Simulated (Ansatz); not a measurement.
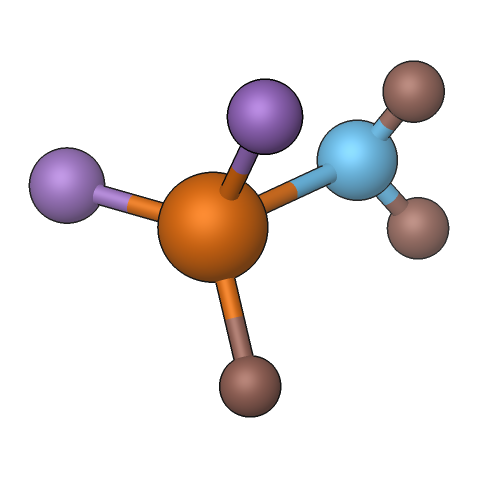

The picture shows a molecular structure as a ball-and-stick model. Every bond is drawn as one stick, whatever its order. Colours: aluminium orange, hydrogen brown, fluorine purple, oxygen blue.

The geometry was computed by an optimisation with PBE0-D4/def2-TZVP.

Describe the molecule.

The molecule is AlF₂H₃O. The point group is C1. Coordination, clear cases only: 1 O trigonal pyramidal.

More results for the same structure follow; atom numbers are the same in all pictures, views and colours differ.

Electronic properties

Level of theory: RKS PBE0-D4/def2-TZVP (Ansatz 0.2.0).

What does the calculation give?

- dipole moment: 5.44 D
- harmonic zero-point energy: 98.4 kJ/mol
- dispersion correction: −7.2 kJ/mol

Vibrations

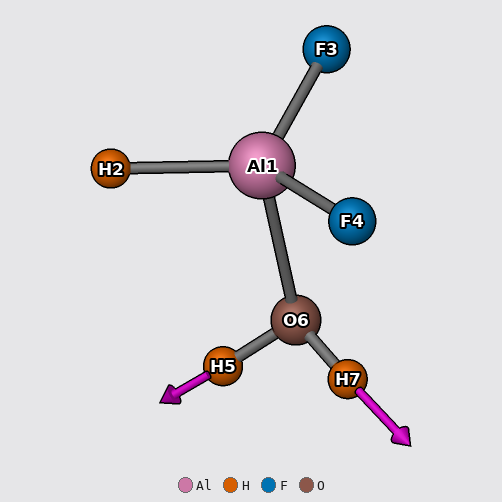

The arrows show one normal mode. Harmonic vibrations computed with RKS PBE0-D4/def2-TZVP (Ansatz 0.2.0) at a stationary point of the same level.

> What kind of motion is it?

Mostly in-phase stretching of 2 O–H bonds.

> Estimate its harmonic wavenumber.

3795 cm⁻¹; it is mode 14 of 15 counted from the lowest.

Charges

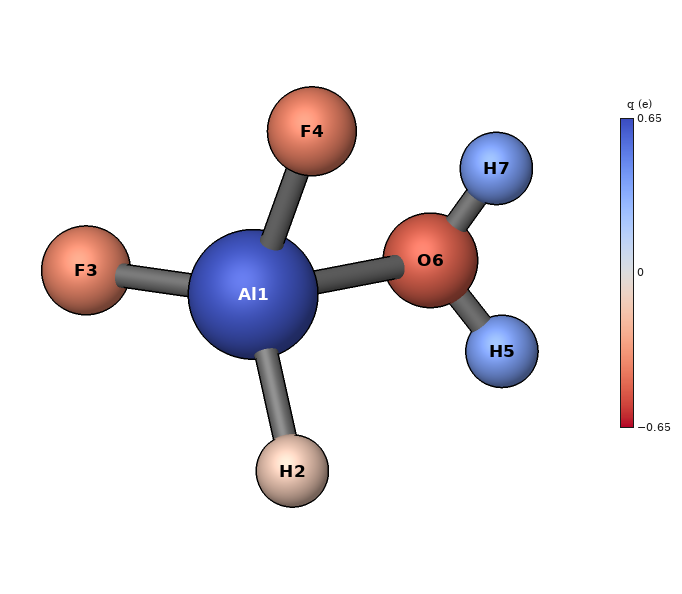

Atoms are coloured by their Mulliken charges. Properties computed with RKS PBE0-D4/def2-TZVP (Ansatz 0.2.0).

List the Mulliken charges.

```json
{"atom": "Al1", "value (e)": "0.61"}
{"atom": "H2", "value (e)": "−0.13"}
{"atom": "F3", "value (e)": "−0.37"}
{"atom": "F4", "value (e)": "−0.39"}
{"atom": "H5", "value (e)": "0.38"}
{"atom": "O6", "value (e)": "−0.48"}
{"atom": "H7", "value (e)": "0.39"}
```

Thermal motion

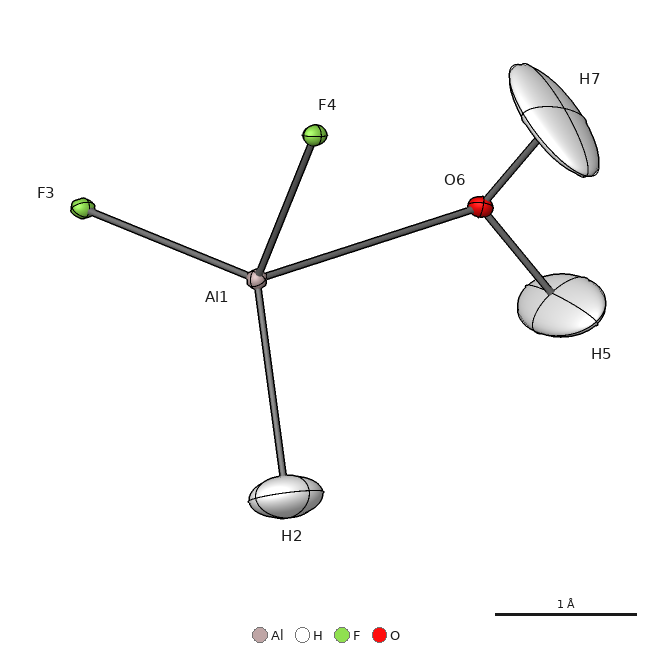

Displacement ellipsoids at the 50 % level, from the internal vibrations of the free molecule (harmonic, no overall translation or rotation; no half-axis is drawn under 0.075 Å). Vibrations computed with RKS PBE0-D4/def2-TZVP (Ansatz 0.2.0). Temperature: 200 K.

Give the displacement parameters, one line for each set of equivalent atoms.

```
atom  U_eq (Å²)   rms amplitudes (Å)
 Al1     0.0013  0.031, 0.036, 0.041
  H2     0.0235  0.098, 0.159, 0.189
  F3     0.0023  0.024, 0.049, 0.063
  F4     0.0023  0.023, 0.046, 0.064
  H5     0.0697  0.080, 0.174, 0.415
  O6     0.0029  0.030, 0.060, 0.066
  H7     0.0589  0.079, 0.202, 0.360
```

Mulliken values depend strongly on the basis set and can even reverse the polarity of a bond.
